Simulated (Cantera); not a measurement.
Feed: 1 mol AlCl₃, 1.4 mol H₂O, 1.6 mol H₂, held at 100 Torr.

These are equilibrium values from Cantera (NASA tables, ideal gas, pure condensed phases), not measurements of a reactor. Candidate condensed phases: Al, AlCl₃, Al₂O₃, H₂O; 29 gas species. The tables' values for AlCl₂, AlOH are old estimates; treat these amounts as uncertain. The numbers say what is thermodynamically allowed, not how fast it happens.

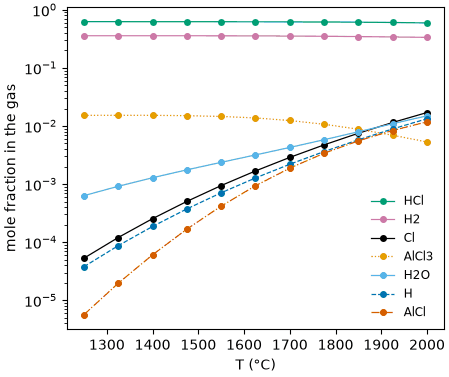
Figure. Equilibrium gas composition (values under 1e-9 drawn at 1e-9)

From 1250 °C to 2000 °C the condensed part is Al₂O₃(s). The main Al-bearing gas is AlCl₃ at 1250 °C and AlCl at 2000 °C.
